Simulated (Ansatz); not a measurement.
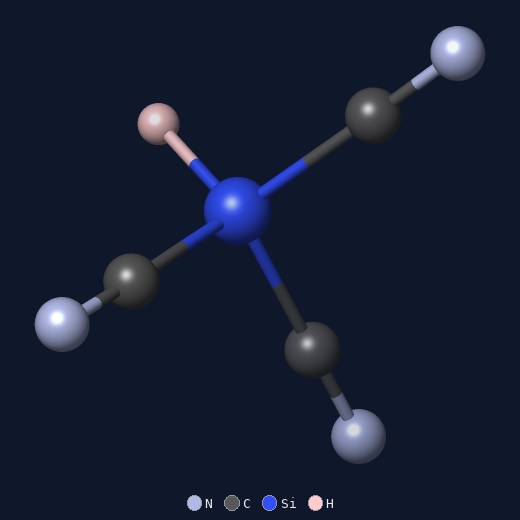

The picture shows the input geometry.

Input file:

```yaml
crystal:
  periodic: [false, false, false]
  atoms:
    - {symbol: N, position_ang: [2.394749, -1.582406, -0.120631]}
    - {symbol: C, position_ang: [1.378117, -1.059047, 0.010323]}
    - {symbol: Si, position_ang: [-0.252128, -0.260109, 0.244223]}
    - {symbol: C, position_ang: [-0.998548, 0.012943, -1.404710]}
    - {symbol: N, position_ang: [-1.492642, 0.168122, -2.432516]}
    - {symbol: C, position_ang: [0.017410, 1.371792, 1.028411]}
    - {symbol: N, position_ang: [0.171593, 2.390018, 1.542258]}
    - {symbol: H, position_ang: [-1.126351, -1.098313, 1.076843]}
basis:
  gaussian: {orbitals: "6-31G*", fitting: {mean_field: def2-universal-jkfit}}
hamiltonian: {xc: {name: r2SCAN50}, dispersion: d3bjatm}
```

It was started with:

```sh
ansatz run in.yaml --threads 4 --pin off --events-out ev --progress --plain --max-ram 10444MiB
```

What the program printed:

```
Functional definition: r2SCAN50
  name "r2SCAN50"
  cite "Bursch, Neugebauer, Ehlert & Grimme, J. Chem. Phys. 156, 134105 (2022) doi:10.1063/5.0086040"
  cite "Furness, Kaplan, Ning, Perdew & Sun, J. Phys. Chem. Lett. 11, 8208 (2020) doi:10.1021/acs.jpclett.0c02405"
  cite "Furness, Kaplan, Ning, Perdew & Sun, J. Phys. Chem. Lett. 11, 9248 (2020) doi:10.1021/acs.jpclett.0c03077"
  parent r2scan
  parameter a = 0.5
  parameter k0 = 0.174
  parameter k1 = 0.065
  parameter a1 = 4.9479
  exchange = (1 - a)*r2scan_x(k0 = k0, k1 = k1, a1 = a1) + a*exact_x
  correlation = r2scan_c
602 factors; integrals over basis functions are off by at most 8.1e-2 eV
mean field evaluation 1: about -15458.5410 eV, gradient 5.3e1 eV
mean field evaluation 2: about -15447.4376 eV, gradient 9.0e1 eV
mean field evaluation 4: about -15464.9943 eV, gradient 2.3e0 eV
mean field evaluation 8: about -15465.0097 eV, gradient 1.1e-2 eV
mean field -15465.00968775 eV, -568.3286234647 hartree, gradient 1.2e-5 eV, S^2 0.000000; 0 other end points of the search recorded, 0 dependent functions left out
reference -15465.00969202 eV, -568.3286236215 hartree; 27, 27 occupied and 84, 84 virtual orbitals, 602 factors
Total energy: -15465.09678488 eV, -568.3318242252 hartree
```

The calculation finished and met its thresholds.
